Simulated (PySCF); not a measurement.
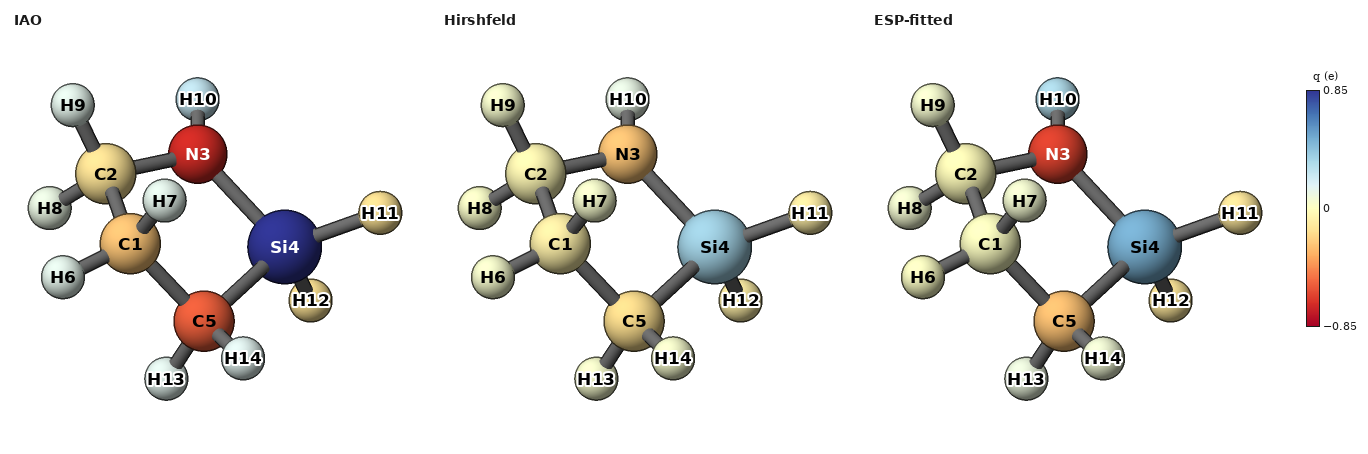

Atomic charges of one calculation by 3 schemes, on one colour scale. Computed geometry: PBE0-D3(BJ)/def2-SVP optimisation. No frequency run is at hand to confirm it as a minimum. Method: PBE0/aug-cc-pVDZ (PySCF 2.14.0).

Which scheme gives the most polar picture (largest mean size of the charges)?

Answer. The IAO charges are the largest in size here, and the Hirshfeld charges the smallest.

On which atom do the schemes disagree most?

Answer. On Si4 (from 0.36 to 0.84 e).

List the charges (e), one line for each set of equivalent atoms.

```csv
atom,IAO,Hirshfeld,ESP-fitted
C1,−0.25,−0.08,0.01
C2,−0.14,−0.03,−0.02
N3,−0.69,−0.26,−0.62
Si4,0.84,0.36,0.49
C5,−0.54,−0.17,−0.27
H6,0.14,0.04,0.02
H7,0.14,0.04,0.05
H8,0.11,0.03,0.06
H9,0.13,0.04,0.05
H10,0.27,0.12,0.32
H11,−0.15,−0.09,−0.12
H12,−0.15,−0.09,−0.13
H13,0.15,0.04,0.09
H14,0.15,0.04,0.07
```
